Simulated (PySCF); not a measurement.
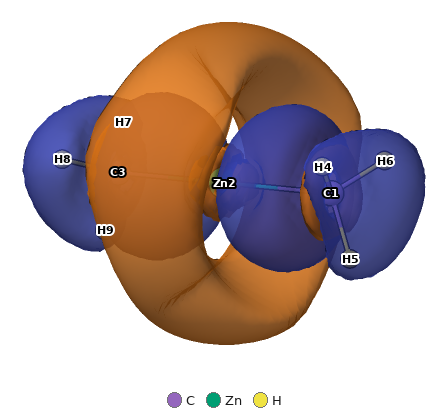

Figure 1: C2H6Zn, SMILES `C[Zn]C`. Unrelaxed difference density of S₁ less the ground state (TDA singlet states), ±0.006 e/Å³; orange: gain, blue: loss.

Computed with PySCF, BHandHLYP/def2-SVP, geometry: GFN2-xTB. No frequency check shows the geometry to be a minimum. GFN2-xTB bond lengths at metals and heavier atoms can be off by up to 0.1 Å and shapes distorted, which carries into these values. Without diffuse functions Rydberg states are missing, so the states' numbers hold for this basis only.

Cartesian coordinates (Å):

```
C1       2.0420   -0.0014   -0.0002
Zn2     -0.0000    0.0007   -0.0000
C3      -2.0420   -0.0014   -0.0002
H4       2.4446   -0.1349    1.0009
H5       2.4446   -0.7999   -0.6159
H6       2.4446    0.9328   -0.3834
H7      -2.4445    1.0039   -0.0974
H8      -2.4445   -0.4181    0.9195
H9      -2.4445   -0.5877   -0.8204
```

> How does the charge move on excitation?

0.74 e is displaced in all, of which about 0.4 e passes between atoms: C1 and C3 (0.19 e each) lose electrons and Zn2 (0.26 e) gains them. The state: 6.68 eV (186 nm), f = 0.474 (bright), partly diffuse acceptor orbital, which a basis without diffuse functions describes poorly; the leading pair carries 96 %; hole on C1 and C3 (30 % each) and Zn2 (20 %), electron on Zn2 (46 %), C1 and C3 (11 % each) and H4, H5, H6, H7, H8 and H9 (5 % each) (atom shares of so diffuse an orbital are rough); their centroids lie 0.0 Å apart.
